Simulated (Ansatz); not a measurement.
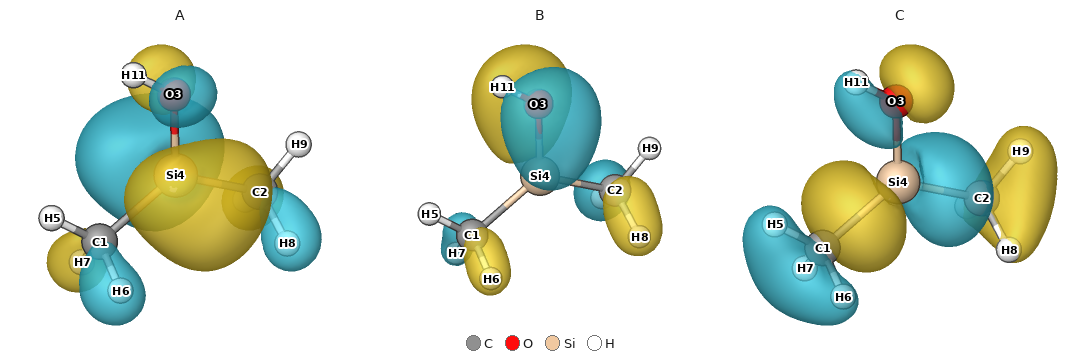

Figure. C₂H₇OSi (SMILES C[Si+](C)O) (charge +1). Three frontier orbitals at ±0.1 Å⁻³ᐟ² (yellow and cyan are the two phases), in no order.

Geometry: PBE-D3(BJ)/def2-SVP.

Method: isolated molecule in a Gaussian basis; Kohn-Sham density functional theory, functional PBE0 in Ansatz 0.2.0.

```xyz
11

C    -1.6300    0.5639   -2.1637
C    -0.3826   -1.2131    0.2628
O    -3.0597   -1.6582   -0.7013
Si   -1.7247   -0.7581   -0.8927
H    -2.5947    0.7424   -2.6770
H    -0.8632    0.2811   -2.9197
H    -1.2800    1.5071   -1.6900
H     0.5479   -1.4343   -0.3036
H    -0.6707   -2.0901    0.8746
H    -0.1584   -0.3522    0.9306
H    -3.8843   -1.5650   -1.2197
```

Which picture is the HOMO−1, the HOMO and the LUMO?

Answer. B is the HOMO−1 (−15.94 eV). Its weight (Hirshfeld) is mainly on O3 (about 70 %); largely a lone pair of O3. C is the HOMO (−14.90 eV). By Hirshfeld shares it lies mainly on C1 (about 25 %), Si4 (about 20 %), C2 (about 20 %) and O3 (about 15 %). A is the LUMO (−7.03 eV). It lies mainly on Si4 (about 65 %), O3 (about 10 %), C1 (about 5 %) and C2 (about 5 %).

What is the HOMO–LUMO gap?

Answer. 7.87 eV between the orbital energies.
